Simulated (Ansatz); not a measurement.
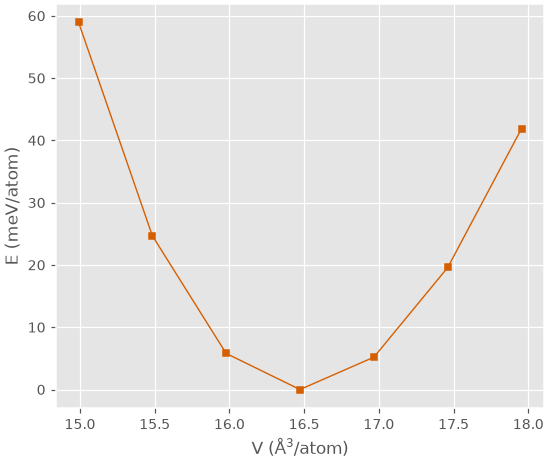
*AlPd (rock salt, Fm-3m) under volume change, r²SCAN (plane waves, PAW; program Ansatz), scaled uniformly.*

**Question.** What does a third-order Birch–Murnaghan fit give for V₀, B₀ and B′?

**Answer.** V₀ = 16.47 Å³/atom, B₀ = 118 GPa, B′ = 4.7.

The start of the workflow was typed in or built on a structure type; neither database checked (COD, Materials Project) lists it. Its standing as an ambient phase is unchecked. The r²SCAN relaxation kept the symmetry of its start. At this level the phase is mechanically unstable. No spin polarisation was allowed.

Potentials: the later of the program's two PAW sets.
